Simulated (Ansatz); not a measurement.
**r2SCAN-D3(BJ)/DZP (Dunning-Hay) (density fitting with cc-pVTZ-jkfit) run of C2F4 (tetrafluoroethylene)**

Aim: the vertical ionisation energy of C2F4 (tetrafluoroethylene) at r2SCAN-D3(BJ)/DZP (Dunning-Hay) (density fitting with cc-pVTZ-jkfit), from 2 runs. 

Program for the calculation: Ansatz 0.2.0.

4 further runs of the same task are left out: 2 for a known fault of the program, 2 set aside as unsound or not needed.

**1. The molecule**

The species is C2F4 (6 atoms), meant as a singlet with charge 0. SMILES: `FC(F)=C(F)F`. The shape is that of a PBE0-D4/def2-TZVP optimisation.

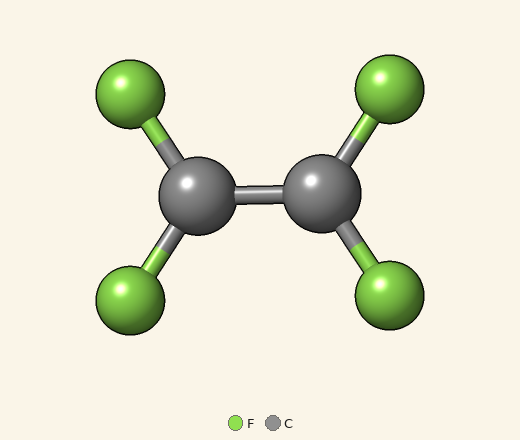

The structure, seen from a chosen angle (fluorine green, carbon grey).

**2. Energy and forces at r2SCAN-D3(BJ)/DZP (Dunning-Hay) (density fitting with cc-pVTZ-jkfit)**

The input, job.yaml:

```yaml
crystal:
  periodic: [false, false, false]
  atoms:
    - symbol: F
      position_ang: [1.169200, -1.134500, -0.708000]
    - symbol: C
      position_ang: [0.202500, -0.640200, 0.025700]
    - symbol: F
      position_ang: [-0.337500, -1.520600, 0.832300]
    - symbol: C
      position_ang: [-0.188400, 0.618800, -0.041100]
    - symbol: F
      position_ang: [0.351500, 1.499300, -0.847600]
    - symbol: F
      position_ang: [-1.155200, 1.113100, 0.692600]
basis:
  gaussian:
    orbitals: DZP__Dunning-Hay_.json
    fitting:
      mean_field: cc-pVTZ-jkfit
hamiltonian:
  xc: r2scan
  dispersion: d3bj
output:
  forces: true
  orbitals: {seedname: orbitals}
```

The basis set DZP (Dunning-Hay) is read from a file made from the Basis Set Exchange's data (not shown).

Command:

```console
$ ansatz run job.yaml --threads 1 --pin off --max-ram 2610MiB --events-out events.jsonl --progress --plain --runs-dir runs
```

Log:

```text
Warning: the engine holds no damping parameters fitted to this dispersion correction and functional, so the run takes those fitted to r2scan beside the three-body term, which d3bj leaves out (hamiltonian.dispersion, under Limitations)
Warning: RAYON_NUM_THREADS=1 ignored (pool sized by the plan → 1); use --threads N
Functional definition: r2SCAN
  name "r2SCAN"
  parameter k0 = 0.174
  parameter k1 = 0.065
  parameter a1 = 4.9479
  exchange = r2scan_x(k0 = k0, k1 = k1, a1 = a1)
  correlation = r2scan_c
474 factors; integrals over basis functions are off by at most 1.1e-1 eV
mean field evaluation 1: about -12936.0566 eV, gradient 2.8e1 eV
mean field evaluation 2: about -12936.2710 eV, gradient 2.8e1 eV
mean field evaluation 4: about -12937.4468 eV, gradient 8.9e-1 eV
mean field evaluation 8: about -12937.4557 eV, gradient 2.8e-3 eV
mean field -12937.45570366 eV, -475.4427277869 hartree, gradient 6.8e-5 eV, S^2 0.000000; 0 other end points of the search recorded, 0 dependent functions left out
the calculation of the forces begins
reference -12937.45570908 eV, -475.4427279864 hartree; 24, 24 occupied and 66, 66 virtual orbitals, 474 factors
Total energy: -12937.47650389 eV, -475.4434921813 hartree
Atom 0 at     1.169200    -1.134500    -0.708000 Å, force     0.607342    -0.275511    -0.472768 eV/Å
Atom 1 at     0.202500    -0.640200     0.025700 Å, force     0.037021    -0.123728     0.007565 eV/Å
Atom 2 at    -0.337500    -1.520600     0.832300 Å, force    -0.358268    -0.521289     0.513612 eV/Å
Atom 3 at    -0.188400     0.618800    -0.041100 Å, force    -0.040411     0.125170    -0.005014 eV/Å
Atom 4 at     0.351500     1.499300    -0.847600 Å, force     0.359361     0.521661    -0.514850 eV/Å
Atom 5 at    -1.155200     1.113100     0.692600 Å, force    -0.605045     0.273697     0.471454 eV/Å
Dipole moment:     0.000093    -0.000043    -0.000070 e Å
```

Wall time 4.2 s (1 thread of AMD EPYC 7R43 (Zen 3), shared host).

**3. The doublet cation**

Edit job.yaml of step 2 so:

```diff
@@ -20,2 +20,6 @@
       mean_field: cc-pVTZ-jkfit
+total_charge: 1
+magnetization:
+  spin_polarized: true
+  initial_magnetization: 1
 hamiltonian:
```

The basis set DZP (Dunning-Hay) is read from a file made from the Basis Set Exchange's data (not shown).

Command:

```console
$ ansatz run job.yaml --threads 1 --pin off --max-ram 2610MiB --events-out events.jsonl --progress --plain --runs-dir runs
```

Log (excerpt; [...] marks lines left out):

```text
Warning: the engine holds no damping parameters fitted to this dispersion correction and functional, so the run takes those fitted to r2scan beside the three-body term, which d3bj leaves out (hamiltonian.dispersion, under Limitations)
Warning: RAYON_NUM_THREADS=1 ignored (pool sized by the plan → 1); use --threads N
[... 2 set-up lines as earlier in the session ...]
[...]
474 factors; integrals over basis functions are off by at most 1.1e-1 eV
[...]
mean field -12927.46462285 eV, -475.0755623395 hartree, gradient 6.4e-5 eV, S^2 0.753002; 0 other end points of the search recorded, 0 dependent functions left out
[...]
reference -12927.46462852 eV, -475.0755625480 hartree; 24, 23 occupied and 66, 67 virtual orbitals, 474 factors
Total energy: -12927.48542333 eV, -475.0763267430 hartree
Atom 0 at     1.169200    -1.134500    -0.708000 Å, force    -1.324660     1.164235     0.838534 eV/Å
Atom 1 at     0.202500    -0.640200     0.025700 Å, force     2.456122    -7.915585     0.420592 eV/Å
Atom 2 at    -0.337500    -1.520600     0.832300 Å, force     0.460947     1.623188    -0.987458 eV/Å
Atom 3 at    -0.188400     0.618800    -0.041100 Å, force    -2.459425     7.917058    -0.418248 eV/Å
Atom 4 at     0.351500     1.499300    -0.847600 Å, force    -0.459671    -1.623078     0.986175 eV/Å
Atom 5 at    -1.155200     1.113100     0.692600 Å, force     1.326687    -1.165818    -0.839596 eV/Å
Dipole moment:     0.000100    -0.000046    -0.000068 e Å
```

Run time: 7.8 s. Hardware: 1 thread of AMD EPYC 7R43 (Zen 3), shared host.

**4. Outcome**

At r2SCAN-D3(BJ)/DZP (Dunning-Hay) (density fitting with cc-pVTZ-jkfit):

```
                                          quantity          value
                        singlet C2F4: total energy  -475.44349 Eh
                       singlet C2F4: dipole moment         0.00 D
                         singlet C2F4: HOMO energy       -6.26 eV
                         singlet C2F4: LUMO energy        0.10 eV
                       singlet C2F4: HOMO–LUMO gap        6.36 eV
                   singlet C2F4: dispersion energy   -2.01 kJ/mol
            singlet C2F4: largest force on an atom     0.817 eV/Å
                      doublet cation: total energy  -475.07633 Eh
doublet cation: HOMO energy (highest over α and β)      -15.26 eV
 doublet cation: LUMO energy (lowest over α and β)      -13.63 eV
                 doublet cation: dispersion energy   -2.01 kJ/mol
                              doublet cation: ⟨S²⟩          0.753
          doublet cation: largest force on an atom     8.301 eV/Å
vertical ionisation energy (to the doublet cation)       9.991 eV
```

In words: The vertical ionisation energy comes to 9.99 eV (964 kJ/mol). The largest force (singlet C2F4) is 0.82 eV/Å: the shape isn't a stationary point for this species at this level. The negative HOMO energy of the first species, 6.26 eV, lies 3.73 eV below that difference. Mulliken charges (singlet C2F4) run from -0.16 on F6 to +0.32 on C4; they depend strongly on the basis.
